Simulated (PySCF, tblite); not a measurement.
# C₆H₅ClOSi: geometry, infrared bands and NMR shifts

What infrared bands and NMR shifts should C₆H₅ClOSi (`C#CC1=CO/C(=C\Cl)[SiH2]1`) show?

Programs: tblite 0.8.0 and PySCF 2.14.0, with density-fitted response routines of our own. Each step states its level of theory. These are calculated values for one molecule in the gas phase, unless marked as measured. Atoms count from 0, in the outputs and in this text.

## Step 1: Starting geometry

14 atoms, charge 0, multiplicity 1; geometry from: force field or distance geometry start.

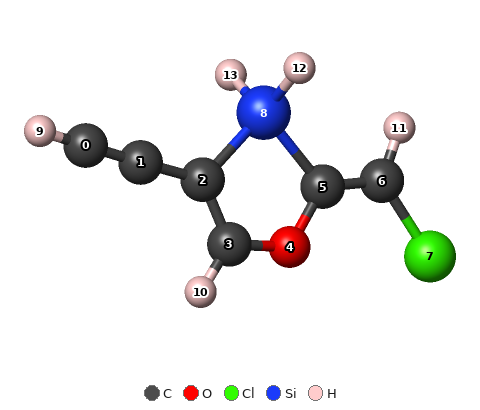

The starting geometry (carbon dark grey, oxygen red, chlorine green, silicon blue, hydrogen pink), atoms numbered.

## Step 2: Relaxing the molecule with GFN2-xTB

What the job is given:

```
{"job": {"kind": "relax", "xc": "GFN2-xTB", "basis": "xTB"}, "charge": 0, "multiplicity": 1}
C      3.660000     0.355900     0.045700
C      2.436900     0.245000    -0.123500
C      1.045500     0.095600    -0.274400
C      0.350600     0.024000    -1.410300
O     -0.972900    -0.114800    -1.295100
C     -1.588100    -0.158000    -0.078500
C     -2.869400    -0.277900     0.191900
Cl    -4.056800    -0.411500    -1.092100
Si    -0.169100    -0.004900     1.141300
H      4.692400     0.478100     0.189900
H      0.890600     0.055500    -2.375900
H     -3.161400    -0.299000     1.228200
H     -0.241700     1.222700     1.910700
H     -0.017200    -1.211000     1.919800
```

On the command line:

```
$ OMP_NUM_THREADS=1 python probes_run.py task.json out
```

This one command runs all jobs of the session in turn.

**Question.** This job is followed by: GFN2-xTB harmonic vibrations, gas phase; GIAO PBE0/pcSseg-1 NMR shielding, non-relativistic, gas phase. What will the session give for the following? strongest single infrared mode (GFN2-xTB); zero-point energy (GFN2-xTB); 13C shifts against TMS (PBE0/pcSseg-1); 1H shifts against TMS (PBE0/pcSseg-1, means over atoms taken as alike); 17O shifts against H2O (PBE0/pcSseg-1); 35Cl shifts against HCl (PBE0/pcSseg-1); 29Si shifts against TMS (PBE0/pcSseg-1); surface potential, least and greatest.

The runs gave:

| quantity | value |
| --- | --- |
| strongest single infrared mode (GFN2-xTB) | 2266 cm⁻¹, 414 km/mol |
| zero-point energy (GFN2-xTB) | 52.2 kcal/mol |
| 13C shifts against TMS (PBE0/pcSseg-1) | 174.7, 158.0, 123.7, 93.4, 90.1, 81.5 ppm |
| 1H shifts against TMS (PBE0/pcSseg-1, means over atoms taken as alike) | 7.48, 5.84, 5.03, 2.80 ppm |
| 17O shifts against H2O (PBE0/pcSseg-1) | 232.2 ppm |
| 35Cl shifts against HCl (PBE0/pcSseg-1) | 206 ppm |
| 29Si shifts against TMS (PBE0/pcSseg-1) | -50.0 ppm |
| surface potential, least and greatest | -0.91 V and 1.65 V |

What this shows: Relaxing lowered the energy by 0.485 eV in 47 steps; the close pair that moved most is C0–C1, from 1.240 to 1.202 Å. All 36 modes are real, so the xTB geometry is a minimum. The strongest single mode, at 2266 cm⁻¹, moves mainly H13 and H12. GFN2-xTB is a fitted tight-binding method: band positions and strengths are rough. Its intensities can rank the bands wrongly. H10 (hydrogen on an alkene carbon bearing oxygen) lies farthest downfield among hydrogen, at 7.48 ppm; attached to an sp2 carbon and in the plane of the double bond. At PBE0/pcSseg-1: Shielding is most anisotropic at Cl7 (span 405 ppm, paramagnetic term -401 ppm). At PBE0/pcSseg-1, counted by nearest atom on the grid, the HOMO lies on C0, C2 about 18 % each; O4 16 %, the LUMO on C3 23 %; C6 16 %.
